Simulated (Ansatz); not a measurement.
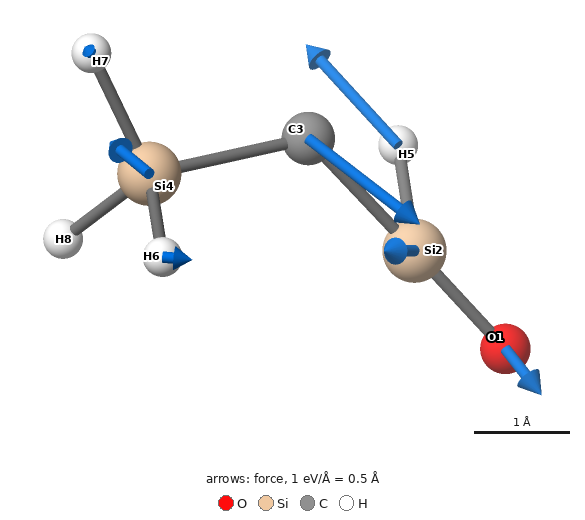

Starting geometry of CH4OSi2 with the computed forces as blue arrows. A ball-and-stick model, seen at a tilt.

The run prepares an end point of a later path (hydrogen shift) calculation, from a guessed geometry.

The calculation used RKS BHLYP-D4/def2-SVP (Ansatz). Settings: no spin polarisation; force threshold 0.02 eV/Å; at most 50 steps.

What follows when this structure is relaxed?

Answer. It isn't relaxed: the largest force vector, on H atoms, is 3.20 eV/Å. The final displacements follow the starting forces only in part (cosine between the two patterns 0.36). The largest move after the best rigid fit is that of H5, 1.15 Å. By element the largest moves are H 1.15 Å, O 0.85 Å, C 0.69 Å, Si 0.26 Å. Near-neighbour distances that change, for instance: Si2–H5 1.440 → 2.372 Å, C3–H5 1.820 → 1.088 Å, Si2–C3 1.752 → 1.676 Å, C3–Si4 1.879 → 1.844 Å. New bonds form: C3–H5 (1.82 → 1.09 Å). Bonds break: Si2–H5 (1.44 → 2.37 Å). Bond angles that change, for instance: Si2–C3–Si4 126.0° → 122.1°, C3–Si4–H7 108.3° → 112.0°, C3–Si4–H6 111.1° → 107.9°. Groups turn about C3–Si4 by about 60°. Over 14 accepted moves (16 points after the start) the energy falls by 3.675 eV. Largest force component: 3.1 eV/Å at the start, 0.012 eV/Å at the end. The line search rejected the trial steps at points 11, 15 of the run.
